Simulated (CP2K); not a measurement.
# PM3 run of CH4FN (SMILES NCF)

What is the vertical electron affinity of CH4FN at PM3? 

The calculation is run with CP2K 2026.2.

### 1 The system as given

CH4FN: 7 atoms, total charge 0, spin state singlet. As SMILES, `NCF`. The shape is that of a GFN2-xTB optimisation. This is one conformer, not always the lowest.

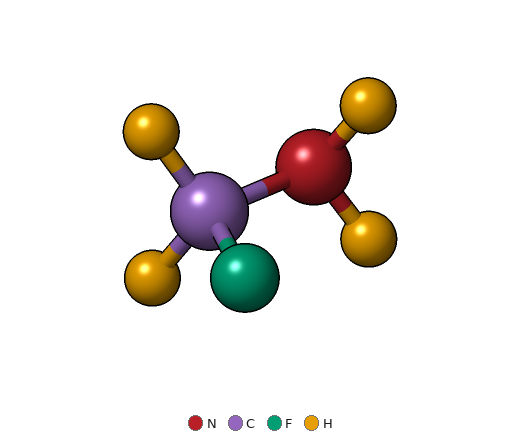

The structure, seen from a chosen angle (nitrogen red, carbon purple, fluorine teal, hydrogen amber).

### 2 Energy and gradient at PM3

molecule.inp reads:

```
&GLOBAL
 PROJECT_NAME molecule
 RUN_TYPE ENERGY_FORCE
 PRINT_LEVEL MEDIUM
&END GLOBAL

&FORCE_EVAL
 METHOD QUICKSTEP
 &DFT
  CHARGE 0
  MULTIPLICITY 1
  # Quickstep
  &QS
   METHOD PM3
   EPS_DEFAULT 1.0E-10
   &SE
    &COULOMB
     CUTOFF [angstrom] 50
     RC_RANGE [angstrom] 0
    &END COULOMB
    &EXCHANGE
     CUTOFF [angstrom] 50
     RC_RANGE [angstrom] 0
    &END EXCHANGE
   &END SE
  &END QS
  &POISSON
   PERIODIC NONE
   POISSON_SOLVER ANALYTIC
  &END POISSON
  &SCF
   SCF_GUESS ATOMIC
   EPS_SCF 1.0E-06
   MAX_SCF 100
   ADDED_MOS 4
   &DIAGONALIZATION
    ALGORITHM STANDARD
   &END DIAGONALIZATION
   &MIXING
    METHOD DIRECT_P_MIXING
    ALPHA 0.4
   &END MIXING
  &END SCF
  # extra output
  &PRINT
   &MOMENTS
    PERIODIC F
    REFERENCE COM
    MAX_MOMENT 1
   &END MOMENTS
   &MO ON
    ENERGIES T
    OCCUPATION_NUMBERS T
    NDIGITS 6
    &EACH
     QS_SCF 0
    &END EACH
    ADD_LAST NUMERIC
   &END MO
   &HIRSHFELD OFF
   &END HIRSHFELD
  &END PRINT
 &END DFT
 &SUBSYS
  &CELL
   ABC [angstrom] 10.8 9.9 10.6
   PERIODIC NONE
  &END CELL
  &COORD
   UNIT bohr
   N     -0.8844863    -0.2207956    -1.4418799
   C      0.8294953    -0.2015204     0.5905583
   F      0.0581469     1.3480739     2.6039292
   H     -2.6032678    -0.8881335    -0.9267217
   H     -1.0961167     1.5132549    -2.2226581
   H      1.0304677    -2.0946102     1.4003060
   H      2.6657611     0.5437120    -0.0035527
  &END COORD
  &TOPOLOGY
   &CENTER_COORDINATES
   &END CENTER_COORDINATES
  &END TOPOLOGY
 &END SUBSYS
 # extra output
 &PRINT
  &FORCES ON
  &END FORCES
 &END PRINT
&END FORCE_EVAL
```

Started as:

```
OMP_NUM_THREADS=1 cp2k.psmp -i molecule.inp > molecule.out 2>&1
```

What it wrote:

```text
CP2K| version string:                                       CP2K version 2026.2
[...]
 GLOBAL| Method name                                                        CP2K
[...]
 GLOBAL| Run type                                                   ENERGY_FORCE
[...]
                             - Atoms:                                          7
[...]
                             - Spherical basis functions:                     16
[...]
 Number of electrons:                                                         20
[...]
     1 P_Mix/Diag. 0.40E+00    0.0     0.83711648       -24.5193794321 -2.45E+01
[...]
    18 DIIS/Diag.  0.26E-06    0.0     0.00000042       -28.7729808910 -6.47E-12
  *** SCF run converged in    18 steps ***
  Core-core repulsion energy [eV]:                           1056.64777317066478
  Core Hamiltonian energy [eV]:                             -1293.07968000689789
  Two-electron integral energy [eV]:                        -1093.04144177386297
  Electronic energy [eV]:                                   -1839.60040089382960
  Total energy [eV]:                                         -782.95262772316460
  Atomic reference energy [eV]:                               780.82135346162329
  Heat of formation [kcal/mol]:                               -49.14835594518281
[...]
 SE_DIPOLE| Moment [Debye]          0.13952387       0.19034566       0.54034762
 SE_DIPOLE| Derivative [a.u.]       0.00000000       0.00000000       0.00000000
 ENERGY| Total FORCE_EVAL ( QS ) energy [hartree]            -28.772980891030052
 FORCES| Atomic forces [hartree/bohr]
 FORCES|   Atom     x               y               z               |f|
 FORCES|      1 -4.13785077E-02  7.76609852E-03 -3.29052761E-02   5.34345429E-02
 FORCES|      2  1.62822698E-02  2.25639437E-02  6.10599115E-02   6.71010928E-02
 FORCES|      3  7.02299020E-03 -1.96087817E-02 -2.87054414E-02   3.54658861E-02
 FORCES|      4  9.81565988E-03  4.06737238E-03 -3.45464409E-03   1.11725227E-02
 FORCES|      5  7.92482956E-04 -9.94162825E-03  4.27391415E-03   1.08503615E-02
 FORCES|      6  2.08939125E-03 -5.04810814E-03  1.26123016E-03   5.60710738E-03
 FORCES|      7  5.37571355E-03  2.01103506E-04 -1.52969422E-03   5.59273664E-03
 FORCES| Sum    -2.77555756E-17 -2.63677968E-16  8.32667268E-16
 FORCES| Total atomic force                                       8.73859956E-16
[...]
```

Wall time 0.26 s (1 thread of Arm Neoverse V1, shared host).

### 3 The doublet anion at the same level

mol.inp reads:

```
&GLOBAL
 PROJECT_NAME mol
 RUN_TYPE ENERGY_FORCE
 PRINT_LEVEL MEDIUM
&END GLOBAL
&FORCE_EVAL
 METHOD QUICKSTEP
 &DFT
  CHARGE -1
  MULTIPLICITY 2
  LSD T
  &QS
   METHOD PM3
   EPS_DEFAULT 1.0E-10
   &SE
    &COULOMB
     CUTOFF [angstrom] 50
     RC_RANGE [angstrom] 0
    &END COULOMB
    &EXCHANGE
     CUTOFF [angstrom] 50
     RC_RANGE [angstrom] 0
    &END EXCHANGE
   &END SE
  &END QS
  &POISSON
   PERIODIC NONE
   POISSON_SOLVER ANALYTIC
  &END POISSON
  &SCF
   SCF_GUESS ATOMIC
   EPS_SCF 1.0E-06
   MAX_SCF 80
   ADDED_MOS 8
   &DIAGONALIZATION
    ALGORITHM STANDARD
   &END DIAGONALIZATION
   &MIXING
    METHOD DIRECT_P_MIXING
    ALPHA 0.4
   &END MIXING
  &END SCF
  &PRINT
   &MOMENTS
    PERIODIC F
    REFERENCE COM
    MAX_MOMENT 1
   &END MOMENTS
   &MO ON
    ENERGIES T
    OCCUPATION_NUMBERS T
    NDIGITS 6
    &EACH
     QS_SCF 0
    &END EACH
    ADD_LAST NUMERIC
   &END MO
   &HIRSHFELD OFF
   &END HIRSHFELD
  &END PRINT
 &END DFT
 &SUBSYS
  &CELL
   ABC 10.8 9.9 10.6
   PERIODIC NONE
  &END CELL
  &COORD
   UNIT bohr
   N     -0.8844863    -0.2207956    -1.4418799
   C      0.8294953    -0.2015204     0.5905583
   F      0.0581469     1.3480739     2.6039292
   H     -2.6032678    -0.8881335    -0.9267217
   H     -1.0961167     1.5132549    -2.2226581
   H      1.0304677    -2.0946102     1.4003060
   H      2.6657611     0.5437120    -0.0035527
  &END COORD
  &TOPOLOGY
   &CENTER_COORDINATES
   &END CENTER_COORDINATES
  &END TOPOLOGY
 &END SUBSYS
 &PRINT
  &FORCES ON
  &END FORCES
 &END PRINT
&END FORCE_EVAL
```

Started as:

```
OMP_NUM_THREADS=1 cp2k.psmp mol.inp > mol.out
```

What it wrote:

```text
CP2K| version string:                                       CP2K version 2026.2
[...]
 GLOBAL| Method name                                                        CP2K
[...]
 GLOBAL| Run type                                                   ENERGY_FORCE
[...]
 *** WARNING in qs_environment.F:2191 :: More ADDED_MOs requested for beta ***
 *** spin than available.                                                  ***
 *** WARNING in qs_environment.F:2210 :: More added MOs requested than     ***
 *** available. The full set of unoccupied MOs will be used. Use           ***
 *** 'ADDED_MOS -1' to always use all available MOs and to get rid of this ***
[...]
                             - Atoms:                                          7
[...]
                             - Spherical basis functions:                     16
[...]
 Number of electrons:                                                         11
[...]
     1 P_Mix/Diag. 0.40E+00    0.0     0.43334624       -24.7435808256 -2.47E+01
[...]
    42 DIIS/Diag.  0.37E-06    0.0     0.00000080       -28.6878527356 -7.57E-13
  *** SCF run converged in    42 steps ***
  Core-core repulsion energy [eV]:                           1056.64777317066478
  Core Hamiltonian energy [eV]:                             -1332.20348907948096
  Two-electron integral energy [eV]:                        -1010.16091379911950
  Electronic energy [eV]:                                   -1837.28394597904071
  Total energy [eV]:                                         -780.63617280837593
  Atomic reference energy [eV]:                               780.82135346162329
  Heat of formation [kcal/mol]:                                 4.27036765009341
[...]
 SE_DIPOLE| Moment [Debye]          1.16869103      -0.26158712       0.88829545
 SE_DIPOLE| Derivative [a.u.]       0.00000000       0.00000000       0.00000000
 ENERGY| Total FORCE_EVAL ( QS ) energy [hartree]            -28.687852735587025
 FORCES| Atomic forces [hartree/bohr]
 FORCES|   Atom     x               y               z               |f|
 FORCES|      1 -4.34280565E-02 -8.86973871E-03 -6.64074290E-02   7.98411860E-02
 FORCES|      2  3.34784549E-02 -4.44907638E-03  3.04347827E-02   4.54629214E-02
 FORCES|      3 -1.58324247E-02  3.29863715E-02  4.34884677E-02   5.68332051E-02
 FORCES|      4  5.97657145E-03  7.67278803E-03 -1.08028779E-03   9.78560699E-03
 FORCES|      5 -3.01618308E-03 -6.22012528E-03  6.50590621E-03   9.49284649E-03
 FORCES|      6  7.35649590E-03 -1.71290740E-02 -2.98501653E-03   1.88794474E-02
 FORCES|      7  1.54651420E-02 -3.99114512E-03 -9.95642332E-03   1.88210048E-02
 FORCES| Sum    -5.55111512E-17  2.22044605E-16  5.41233725E-16
 FORCES| Total atomic force                                       5.87638698E-16
[...]
```

Wall time 0.34 s (1 thread of Arm Neoverse V1, shared host).

### 4 Outcome

Level: PM3.

| quantity | value |
| --- | --- |
| singlet CH4FN: total energy | -28.77298 Eh |
| singlet CH4FN: dipole moment | 0.59 D |
| singlet CH4FN: HOMO energy | -10.24 eV |
| singlet CH4FN: LUMO energy | 2.46 eV |
| singlet CH4FN: HOMO–LUMO gap | 12.70 eV |
| singlet CH4FN: heat of formation at this unrelaxed shape | -49.1 kcal/mol |
| singlet CH4FN: largest force on an atom | 3.450 eV/Å |
| doublet anion: total energy | -28.68785 Eh |
| doublet anion: HOMO energy (highest over α and β) | 2.10 eV |
| doublet anion: LUMO energy (lowest over α and β) | 9.14 eV |
| doublet anion: heat of formation at this unrelaxed shape | 4.3 kcal/mol |
| doublet anion: largest force on an atom | 4.106 eV/Å |
| vertical electron affinity (to the doublet anion) | -2.316 eV |

**Reading.** The anion lies 2.32 eV (224 kJ/mol) above the neutral: the electron isn't bound at this level. The largest force (singlet CH4FN) is 3.45 eV/Å: the shape isn't a stationary point for this species at this level. The HOMO (doublet anion) lies at positive energy, 2.10 eV: the electron is unbound at this level or held by a compact basis; values depend on the basis.
